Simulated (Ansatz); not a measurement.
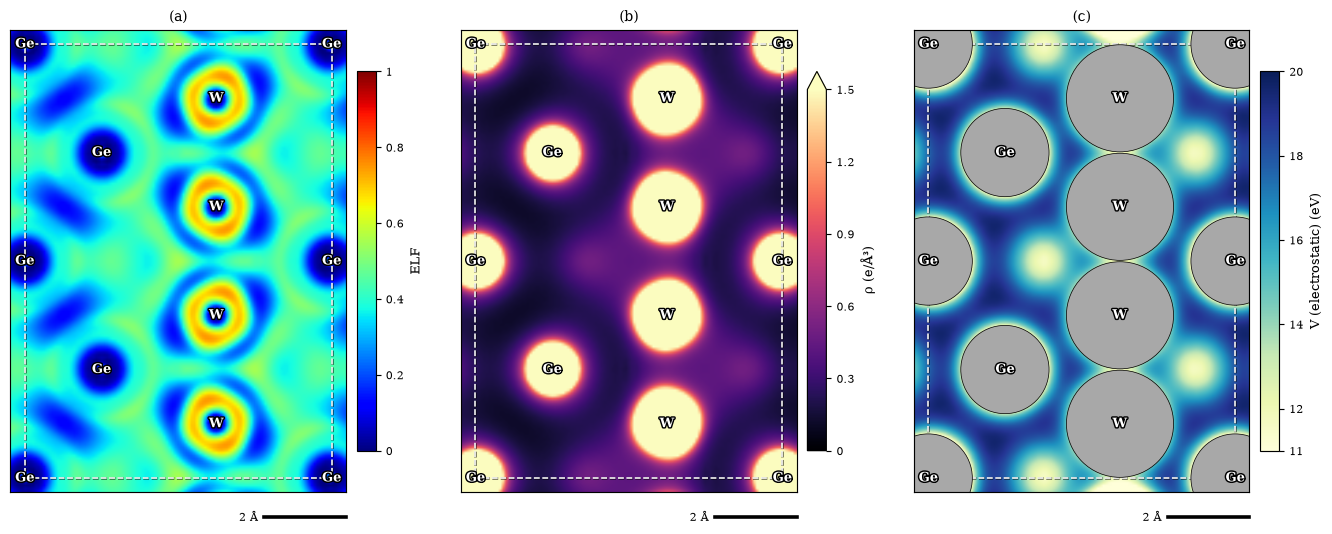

Figure. GeW$_{2}$. (a) ELF; (b) valence pseudo-density; (c) electrostatic potential energy of an electron on the (101) plane of the conventional cell. Grey discs cover the atomic cores in the potential map.

Space group Fd-3m; a structure generated by program, which may or may not match a known phase.

The calculation used Ansatz, DFT PBE, scalar-relativistic, plane waves, PAW.

In a PAW calculation such maps are meaningful between the atoms, not at the nuclei.

Input

```
crystal:
  lattice:
    - [0.0, 3.7450696402, 3.7450696402]
    - [3.7450696402, 0.0, 3.7450696402]
    - [3.7450696402, 3.7450696402, 0.0]
  atoms:
    - { symbol: Ge, position: [0.75, 0.75, 0.75] }
    - { symbol: Ge, position: [0.5, 0.5, 0.5] }
    - { symbol: W, position: [0.125, 0.125, 0.125] }
    - { symbol: W, position: [0.125, 0.125, 0.625] }
    - { symbol: W, position: [0.125, 0.625, 0.125] }
    - { symbol: W, position: [0.625, 0.125, 0.125] }
basis:
  ecutwfc: 420
kpoints:
  mp_grid: { grid: [10, 10, 10] }
hamiltonian:
  xc: pbe
scf:
  occupations: { method: gaussian, width: 0.1 }
output:
  forces: true
  stress: true
  eigenvalues: true
  write_density: true
  write_potential: true
  elf: true
  volumetric_format: npy
relax:
  adjacent_minimum: "off"
  f_tol: 0.01
  max_steps: 80
  cell: { stress_tol: 0.05 }
```

Run with:

```sh
ansatz run input.yaml --threads 1 --pin off --max-ram 2560MiB --backend cpu --events-out ev --progress --plain --runs-dir out
```

Below, planes, directions and counts refer to the conventional cell (a = 7.51 Å, b = 7.51 Å, c = 7.51 Å, α = 90.00°, β = 90.00°, γ = 90.00°).

The fields are those of the run's last geometry, not of the input's.

Question: What do the fields say about this system?

Answer:
- The section cuts through Ge and W sites.
- W–W (2.66 Å): ρ is about 0.49 e/Å³ halfway; the ELF is about 0.35 at the midpoint.
- Ge–W (3.11 Å): ρ at the midpoint is about 0.2 e/Å³; the ELF is about 0.35 at the midpoint.
- Between the atoms the lowest density in this plane is 0.12 e/Å³.
- The features right at W lie inside the PAW spheres, where the map follows smoothed inner orbitals and isn't to be read closely.
- Outside the cores the potential energy rises away from the atoms and is highest about 1.8 Å from the nearest atoms; its zero is arbitrary.
